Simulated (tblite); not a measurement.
## Run report: C₈H₁₁, geometry relaxation

The run: geometry relaxation of C₈H₁₁, multiplicity 2. Method and program: GFN2-xTB geometry optimisation, gas phase (tblite 0.8.0).

It belongs to a series of runs on one base structure; here: H added to sp2 C.

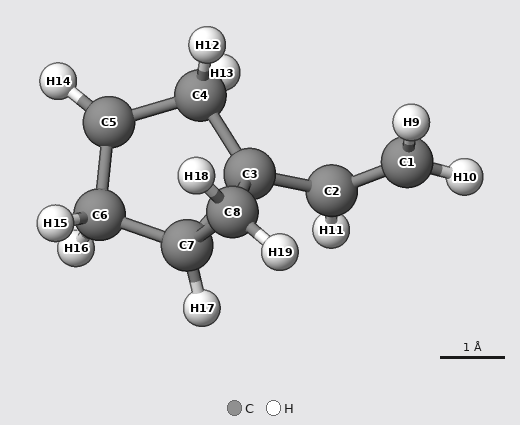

The starting structure (ball-and-stick view, seen at a tilt; atoms are numbered from 1 in the order of the input). Bond lengths as drawn: C–C 1.35 to 1.53 Å and C–H 1.07 to 1.10 Å.

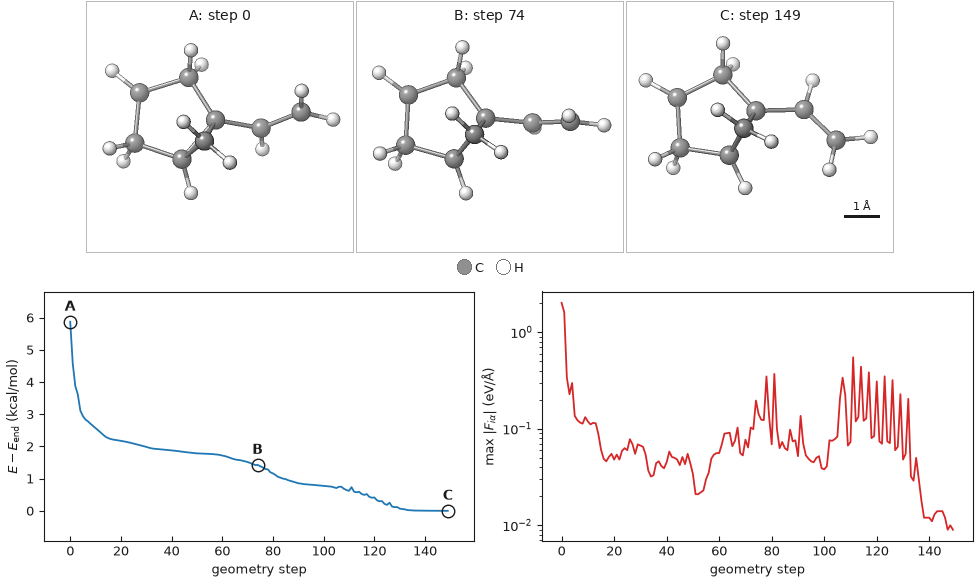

Frames of the relaxation (ball-and-stick view, seen at a tilt) above the curves, on which the letters mark them (steps are counted from 0).

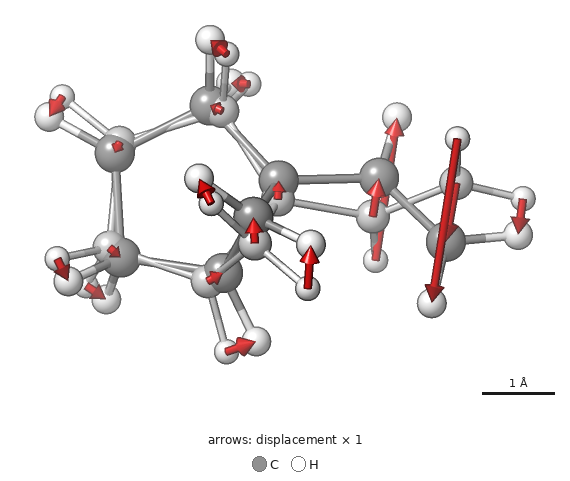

Start (faint) and end (solid) with the displacements as red arrows, at true length (ball-and-stick view, seen at a tilt). The two geometries are laid on each other by the best rigid fit. H9 moves most after the best rigid fit: 2.35 Å. Largest moves by element: H 2.35 Å, C 0.84 Å. Distances before and after: C1–C2 1.351 → 1.324 Å, C4–C5 1.506 → 1.481 Å, C4–H13 1.076 → 1.101 Å, C7–C8 1.514 → 1.493 Å. Among the angles that change: C4–C3–C8 119.6° → 114.0°, C6–C7–C8 121.1° → 116.0°, C2–C3–C7 119.1° → 123.1°. Over 149 geometry steps the energy falls by 5.87 kcal/mol. The largest force component goes from 2 to 0.009 eV/Å. (Atoms are counted from 1 in the order of the input.)

These pictures come from the run below.

## The input
```
{"job": {"kind": "relax", "xc": "GFN2-xTB", "basis": "xTB"}, "charge": 0, "multiplicity": 2}
C      2.737800     0.630400    -0.485100
C      1.529100     0.161100    -0.865700
C      0.350100     0.069100     0.001000
C     -0.599100     1.274100     0.041600
C     -1.993200     0.703300     0.047900
C     -1.960900    -0.791500    -0.053200
C     -0.500000    -1.170500    -0.048300
C      0.373700    -0.902800     1.159000
H      2.904700     0.994500     0.524800
H      3.554600     0.663000    -1.178200
H      1.416000    -0.192600    -1.883300
H     -0.430400     1.849100     0.960600
H     -0.470500     1.920000    -0.809800
H     -2.888000     1.297600     0.069000
H     -2.485300    -1.235900     0.796500
H     -2.434200    -1.115200    -0.968600
H     -0.249900    -1.990400    -0.698300
H     -0.106400    -0.623500     2.086600
H      1.242200    -1.530500     1.296100
```

The first line tells a small driver script what to run in tblite; the rest is the geometry in Å.

Launched with:
```bash
OMP_NUM_THREADS=1 python <driver script> task.json out
```

## The program's output
```
step      E/eV     max force
  0    -615.24727    2.139
  1    -615.30351    1.785
  2    -615.33384    0.392
  3    -615.34523    0.248
  4    -615.36703    0.306
  5    -615.37427    0.199
  6    -615.37894    0.187
  7    -615.38143    0.158
  8    -615.38467    0.140
  9    -615.38760    0.148
 10    -615.39050    0.134
 11    -615.39329    0.149
 12    -615.39640    0.149
 13    -615.39959    0.126
 14    -615.40226    0.103
 15    -615.40406    0.074
 16    -615.40523    0.061
 17    -615.40602    0.057
 18    -615.40663    0.064
 19    -615.40716    0.065
 20    -615.40771    0.055
 21    -615.40830    0.074
 22    -615.40895    0.071
 23    -615.40968    0.073
 24    -615.41050    0.078
 25    -615.41137    0.070
 26    -615.41224    0.083
 27    -615.41307    0.075
 28    -615.41390    0.069
 29    -615.41481    0.083
 30    -615.41583    0.074
 31    -615.41688    0.069
 32    -615.41775    0.062
 33    -615.41829    0.045
 34    -615.41860    0.033
 35    -615.41887    0.035
 36    -615.41919    0.050
 37    -615.41955    0.051
 38    -615.41990    0.053
 39    -615.42020    0.046
 40    -615.42051    0.045
 41    -615.42089    0.059
 42    -615.42136    0.054
 43    -615.42186    0.070
 44    -615.42231    0.064
 45    -615.42270    0.045
 46    -615.42309    0.052
 47    -615.42350    0.050
 48    -615.42392    0.069
 49    -615.42430    0.056
 50    -615.42458    0.036
 51    -615.42475    0.025
 52    -615.42487    0.025
 53    -615.42498    0.027
 54    -615.42511    0.029
 55    -615.42528    0.033
 56    -615.42550    0.037
 57    -615.42577    0.053
 58    -615.42616    0.057
 59    -615.42670    0.063
 60    -615.42740    0.075
 61    -615.42823    0.087
 62    -615.42922    0.095
 63    -615.43044    0.112
 64    -615.43169    0.105
 65    -615.43272    0.074
 66    -615.43337    0.080
 67    -615.43370    0.128
 68    -615.43448    0.065
 69    -615.43531    0.067
 70    -615.43621    0.078
 71    -615.43750    0.073
 72    -615.43900    0.107
 73    -615.44032    0.115
 74    -615.44014    0.202
 75    -615.44198    0.176
 76    -615.44347    0.126
 77    -615.44565    0.140
 78    -615.44622    0.360
 79    -615.45012    0.158
 80    -615.45156    0.090
 81    -615.45370    0.377
 82    -615.45621    0.107
 83    -615.45730    0.070
 84    -615.45864    0.089
 85    -615.45922    0.066
 86    -615.46074    0.073
 87    -615.46170    0.116
 88    -615.46273    0.113
 89    -615.46384    0.089
 90    -615.46484    0.058
 91    -615.46526    0.158
 92    -615.46591    0.084
 93    -615.46625    0.068
 94    -615.46654    0.052
 95    -615.46672    0.047
 96    -615.46704    0.056
 97    -615.46735    0.057
 98    -615.46768    0.059
 99    -615.46799    0.048
100    -615.46828    0.054
101    -615.46856    0.047
102    -615.46889    0.083
103    -615.46935    0.081
104    -615.47021    0.085
105    -615.47131    0.095
106    -615.46959    0.246
107    -615.46953    0.394
108    -615.47228    0.259
109    -615.47391    0.082
110    -615.47505    0.085
111    -615.47010    0.558
112    -615.47624    0.123
113    -615.47701    0.138
114    -615.47627    0.456
115    -615.47933    0.127
116    -615.48049    0.136
117    -615.47940    0.428
118    -615.48306    0.088
119    -615.48433    0.102
120    -615.48393    0.369
121    -615.48761    0.094
122    -615.48913    0.090
123    -615.48883    0.422
124    -615.49259    0.087
125    -615.49397    0.083
126    -615.49096    0.400
127    -615.49617    0.080
128    -615.49709    0.068
129    -615.49681    0.260
130    -615.49894    0.051
131    -615.49953    0.065
132    -615.49993    0.219
133    -615.50095    0.038
134    -615.50118    0.035
135    -615.50151    0.055
136    -615.50159    0.042
137    -615.50166    0.019
138    -615.50172    0.014
139    -615.50174    0.015
140    -615.50179    0.013
141    -615.50182    0.013
142    -615.50184    0.014
143    -615.50186    0.015
144    -615.50188    0.015
145    -615.50190    0.014
146    -615.50193    0.012
147    -615.50194    0.013
148    -615.50195    0.011
149    -615.50197    0.009
```

## Trajectory as extended XYZ (Å, eV, eV/Å), 6 of the 150 frames kept, from step=0 to step=149
```
19
Properties=species:S:1:pos:R:3:forces:R:3 step=0 energy=-615.24727
C     2.7378    0.6304   -0.4851   -1.6370  -0.4590  -0.0910
C     1.5291    0.1611   -0.8657    2.0140   0.7010   0.1620
C     0.3501    0.0691    0.0010   -0.3390  -0.2170  -0.1330
C    -0.5991    1.2741    0.0416   -0.5910  -0.6470   0.9120
C    -1.9932    0.7033    0.0479    0.8910  -0.3870   0.0120
C    -1.9609   -0.7915   -0.0532    0.0080   0.7360   0.6890
C    -0.5000   -1.1705   -0.0483    0.1660  -0.0180   0.0260
C     0.3737   -0.9028    1.1590   -0.7450   0.3300  -0.2270
H     2.9047    0.9945    0.5248   -0.0050  -0.1210  -0.3210
H     3.5546    0.6630   -1.1782    0.1410   0.0400   0.0080
H     1.4160   -0.1926   -1.8833   -0.0760   0.0340  -0.0300
H    -0.4304    1.8491    0.9606    0.0670   0.2210  -0.1130
H    -0.4705    1.9200   -0.8098    0.3000   0.3810  -0.3720
H    -2.8880    1.2976    0.0690    0.1210  -0.0780  -0.0010
H    -2.4853   -1.2359    0.7965   -0.2310  -0.1780  -0.0040
H    -2.4342   -1.1152   -0.9686   -0.2850  -0.2980  -0.3210
H    -0.2499   -1.9904   -0.6983    0.2250  -0.2020  -0.0420
H    -0.1064   -0.6235    2.0866   -0.0360   0.0450  -0.0360
H     1.2422   -1.5305    1.2961    0.0130   0.1160  -0.1160
19
Properties=species:S:1:pos:R:3:forces:R:3 step=30 energy=-615.41583
C     2.7158    0.6332   -0.4565   -0.0200   0.0040   0.0060
C     1.5658    0.1760   -0.9177   -0.0320  -0.0130   0.0130
C     0.3494    0.0252   -0.0836   -0.0110  -0.0100   0.0470
C    -0.5717    1.2399    0.0130    0.0060  -0.0390  -0.0130
C    -1.9358    0.6723    0.1318    0.0360  -0.0230   0.0290
C    -1.9728   -0.8021   -0.0259    0.0350   0.0040  -0.0100
C    -0.5129   -1.2091   -0.0782   -0.0110  -0.0050   0.0410
C     0.3213   -0.8655    1.1259   -0.0400  -0.0240  -0.0050
H     2.8405    0.8887    0.5827    0.0020   0.0160   0.0120
H     3.5719    0.7778   -1.0923    0.0320  -0.0410  -0.0060
H     1.4553   -0.0830   -1.9645    0.0000   0.0360  -0.0060
H    -0.3067    1.8775    0.8694   -0.0220  -0.0270  -0.0650
H    -0.4644    1.8698   -0.8826   -0.0140   0.0130   0.0060
H    -2.8158    1.2778    0.2424    0.0190  -0.0180   0.0100
H    -2.5164   -1.2921    0.7956    0.0520   0.0230  -0.0390
H    -2.4868   -1.1016   -0.9516   -0.0130   0.0160   0.0100
H    -0.2471   -2.0851   -0.6561   -0.0230   0.0550   0.0280
H    -0.1829   -0.5047    2.0122    0.0140  -0.0340  -0.0380
H     1.1834   -1.4859    1.3286   -0.0100   0.0670  -0.0200
19
Properties=species:S:1:pos:R:3:forces:R:3 step=60 energy=-615.42740
C     2.7395    0.5475   -0.4090    0.0360  -0.0400  -0.0060
C     1.5658    0.2170   -0.9171    0.0260   0.0430  -0.0160
C     0.3371    0.0672   -0.1060   -0.0040  -0.0150  -0.0290
C    -0.6163    1.2556   -0.0451   -0.0210   0.0050  -0.0050
C    -1.9472    0.6501    0.1906   -0.0230  -0.0020   0.0020
C    -1.9612   -0.8166   -0.0248    0.0070   0.0070   0.0020
C    -0.4943   -1.1908   -0.0923   -0.0110   0.0090   0.0060
C     0.3265   -0.8113    1.1085   -0.0310  -0.0280   0.0290
H     2.8729    0.7101    0.6484   -0.0240  -0.0100  -0.0130
H     3.6175    0.6597   -1.0223    0.0010   0.0120  -0.0110
H     1.4517    0.0626   -1.9835   -0.0040   0.0260  -0.0150
H    -0.3393    1.9719    0.7373    0.0270  -0.0260   0.0400
H    -0.5810    1.8210   -0.9900   -0.0020  -0.0380  -0.0220
H    -2.8206    1.2246    0.4344    0.0040  -0.0130  -0.0150
H    -2.4835   -1.3547    0.7770   -0.0150   0.0400  -0.0080
H    -2.4798   -1.0816   -0.9605    0.0470  -0.0160   0.0270
H    -0.2161   -2.0662   -0.6625    0.0170   0.0320   0.0060
H    -0.1912   -0.4624    1.9878   -0.0490   0.0120   0.0560
H     1.2097   -1.3944    1.3216    0.0190   0.0020  -0.0280
19
Properties=species:S:1:pos:R:3:forces:R:3 step=89 energy=-615.46384
C     2.7828    0.2157   -0.4956    0.0210   0.0410   0.0760
C     1.5314    0.4128   -0.8740    0.0370  -0.0060  -0.0070
C     0.3314    0.1955   -0.0439    0.0070   0.0150  -0.0220
C    -0.7188    1.3002   -0.0527   -0.0120  -0.0280   0.0000
C    -2.0115    0.5957    0.1125   -0.0200  -0.0090   0.0420
C    -1.8949   -0.8740   -0.0363    0.0190  -0.0020  -0.0080
C    -0.4040   -1.1296   -0.0179    0.0170   0.0000  -0.0210
C     0.3351   -0.6532    1.1951    0.0080   0.0490  -0.0140
H     3.0392   -0.1104    0.5003   -0.0460  -0.0140  -0.0500
H     3.6156    0.3964   -1.1533   -0.0230  -0.0150  -0.0480
H     1.3172    0.7675   -1.8781    0.0390  -0.0120   0.0510
H    -0.5375    2.0389    0.7401   -0.0220  -0.0300  -0.0380
H    -0.6778    1.8545   -1.0040    0.0020   0.0030   0.0320
H    -2.9456    1.0982    0.2719   -0.0050   0.0280  -0.0030
H    -2.4116   -1.4176    0.7659   -0.0220   0.0250  -0.0270
H    -2.3364   -1.2219   -0.9832    0.0030  -0.0130   0.0280
H    -0.0201   -1.9829   -0.5569   -0.0060  -0.0270  -0.0040
H    -0.2466   -0.3063    2.0365    0.0130  -0.0160   0.0180
H     1.2425   -1.1702    1.4662   -0.0090   0.0110  -0.0020
19
Properties=species:S:1:pos:R:3:forces:R:3 step=119 energy=-615.48433
C     2.7202   -0.0392   -0.6230   -0.0730   0.0240   0.0210
C     1.5530    0.5694   -0.7776    0.0750  -0.0520  -0.0020
C     0.3282    0.3028   -0.0073   -0.0060  -0.0090   0.0030
C    -0.7965    1.3258   -0.0717   -0.0120  -0.0040   0.0100
C    -2.0422    0.5346    0.0659   -0.0170   0.0110  -0.0310
C    -1.8152   -0.9263   -0.0351    0.0010   0.0100   0.0060
C    -0.3124   -1.0749    0.0451    0.0040  -0.0180   0.0230
C     0.3421   -0.5075    1.2625   -0.0090  -0.0020   0.0170
H     2.8818   -0.7971    0.1283    0.0010   0.0580  -0.0840
H     3.5687    0.2018   -1.2399   -0.0160  -0.0070  -0.0060
H     1.4381    1.3226   -1.5496    0.0520  -0.0120   0.0390
H    -0.6976    2.0809    0.7194   -0.0140   0.0100  -0.0120
H    -0.7656    1.8781   -1.0242   -0.0130  -0.0250   0.0160
H    -3.0224    0.9710    0.1101    0.0350   0.0240   0.0120
H    -2.3276   -1.4767    0.7648    0.0010  -0.0100  -0.0110
H    -2.1977   -1.3335   -0.9838    0.0110  -0.0040   0.0140
H     0.1491   -1.9145   -0.4530    0.0140  -0.0050  -0.0110
H    -0.2914   -0.1754    2.0715   -0.0210   0.0130   0.0010
H     1.2778   -0.9326    1.5903   -0.0140  -0.0010  -0.0040
19
Properties=species:S:1:pos:R:3:forces:R:3 step=149 energy=-615.50197
C     2.6444   -0.1504   -0.7453   -0.0010   0.0030   0.0040
C     1.5879    0.6447   -0.6758   -0.0010   0.0020  -0.0090
C     0.3285    0.3432    0.0221    0.0020  -0.0020   0.0010
C    -0.8243    1.3266   -0.1081    0.0000   0.0000   0.0000
C    -2.0456    0.4987    0.0228    0.0010  -0.0020  -0.0020
C    -1.7677   -0.9560   -0.0317    0.0010  -0.0020  -0.0010
C    -0.2633   -1.0526    0.0965    0.0020   0.0000   0.0030
C     0.3295   -0.4329    1.3183    0.0000   0.0000   0.0010
H     2.6683   -1.1199   -0.2764   -0.0010   0.0020  -0.0020
H     3.5336    0.1392   -1.2776   -0.0010  -0.0010  -0.0010
H     1.6146    1.6087   -1.1694   -0.0020  -0.0060   0.0060
H    -0.7775    2.1179    0.6513   -0.0010   0.0010   0.0010
H    -0.7847    1.8363   -1.0832   -0.0010  -0.0010  -0.0010
H    -3.0364    0.9091    0.0592    0.0020   0.0050   0.0020
H    -2.2869   -1.5051    0.7644   -0.0020  -0.0010   0.0000
H    -2.1035   -1.4009   -0.9807   -0.0020   0.0020  -0.0010
H     0.2377   -1.8887   -0.3686    0.0030   0.0000   0.0020
H    -0.3417   -0.1036    2.0980    0.0000   0.0000   0.0000
H     1.2772   -0.8051    1.6768   -0.0020   0.0010  -0.0020
```

## Key numbers

| quantity | value |
| --- | --- |
| outcome | converged |
| total energy | −615.5020 eV |
| hardware | 1 CPU thread, shared host |
| wall time | 0.97 s |
| peak memory | 0.18 GiB |
